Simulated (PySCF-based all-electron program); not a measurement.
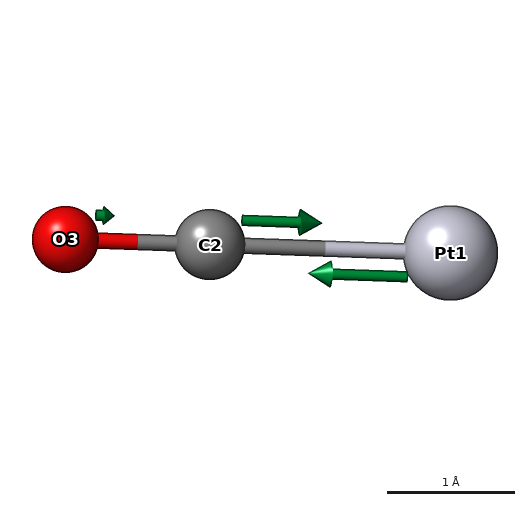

Arrows show the forces on the atoms, 0.2 Å of arrow for 1 eV/Å; forces under a tenth of the largest aren't drawn. Charge 0, singlet. Level of theory: PBE, all-electron, scalar-relativistic (Koelling-Harmon), large uncontracted Gaussian sets (PySCF-based all-electron program).

> On which atom is the force largest, and how large is it?

On Pt1: 4.00 eV/Å.

> Which bond do the forces act along most?

Pt1–C2, now 1.934 Å: the forces pull its atoms together, so a first step downhill shortens it.

List the force components in the frame of the picture (x right, y up, z towards the viewer), in eV/Å.

```
atom     Fx     Fy     Fz
 Pt1  −3.94   0.14   0.69
  C2   3.19  −0.11  −0.56
  O3   0.75  −0.03  −0.13
```
